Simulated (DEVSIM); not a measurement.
System: abrupt Si p-n junction, at 300 K.

```csv
layer (left to right),material,thickness (μm),Nd (cm⁻³),Na (cm⁻³),τn (s),τp (s)
1,Si,1.10,-,3.4e16,1.2e-7,1.2e-7
2,Si,260,1e17,-,1.2e-7,1.2e-7
```

Left contact: ohmic. Right contact: ohmic. Voltage is applied to the left contact. Recombination: SRH at mid-gap, radiative, Auger. Mobility is μmin + (μ − μmin)/(1 + (N/Nref)^α).

Constants are typed, rounded textbook-type inputs, not results; the design itself was drawn at random and stands for no fabricated device. Values at 300 K.

| parameter | Si |
|---|---|
| gap (eV) | 1.124 |
| affinity (eV) | 4.05 |
| permittivity | 11.7 |
| Nc (cm⁻³) | 2.86e19 |
| Nv (cm⁻³) | 3.1e19 |
| μn (cm²/Vs) | 1417 |
| μp (cm²/Vs) | 470 |
| μn,min | 52 |
| μp,min | 45 |
| Nref,n | 9.7e16 |
| Nref,p | 2.2e17 |
| αn | 0.68 |
| αp | 0.72 |
| B (cm³/s) | 4.7e-15 |
| Cn (cm⁶/s) | 2.8e-31 |
| Cp (cm⁶/s) | 9.9e-32 |

Simulated with DEVSIM: 1D drift-diffusion, Boltzmann statistics, complete ionisation; no tunnelling, impact ionisation, image-force lowering or self-heating.

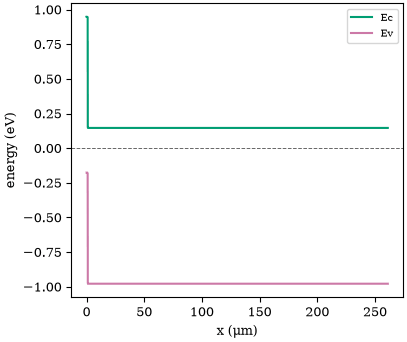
Fig. 1. Band edges at zero bias

Energies count from the Fermi level of the right contact; mesh points crowd at the junctions.

```csv
x (μm),Ec (eV),Ev (eV),n (cm⁻³),p (cm⁻³),field (V/cm)
0.000,0.948,-0.176,3400,3.4e16,≈ 0
0.04152,0.948,-0.176,3400,3.4e16,≈ 0
0.1586,0.948,-0.176,3400,3.4e16,≈ 0
0.4621,0.948,-0.176,3400,3.4e16,≈ 0
0.9395,0.939,-0.185,4700,2.5e16,-3700
1.055,0.653,-0.471,3.1e8,3.8e11,-53000
1.100,0.363,-0.761,2.3e13,5100000,-77000
1.168,0.150,-0.974,8.6e16,1400,-3000
1.332,0.146,-0.978,1.0e17,1200,≈ 0
1.786,0.146,-0.978,1.0e17,1200,≈ 0
3.129,0.146,-0.978,1.0e17,1200,≈ 0
9.299,0.146,-0.978,1.0e17,1200,≈ 0
23.89,0.146,-0.978,1.0e17,1200,≈ 0
64.36,0.146,-0.978,1.0e17,1200,≈ 0
193.4,0.146,-0.978,1.0e17,1200,≈ 0
237.7,0.146,-0.978,1.0e17,1200,≈ 0
252.7,0.146,-0.978,1.0e17,1200,≈ 0
258.2,0.146,-0.978,1.0e17,1200,≈ 0
260.4,0.146,-0.978,1.0e17,1200,≈ 0
260.9,0.146,-0.978,1.0e17,1200,≈ 0
261.0,0.146,-0.978,1.0e17,1200,≈ 0
261.1,0.146,-0.978,1.0e17,1200,≈ 0
```
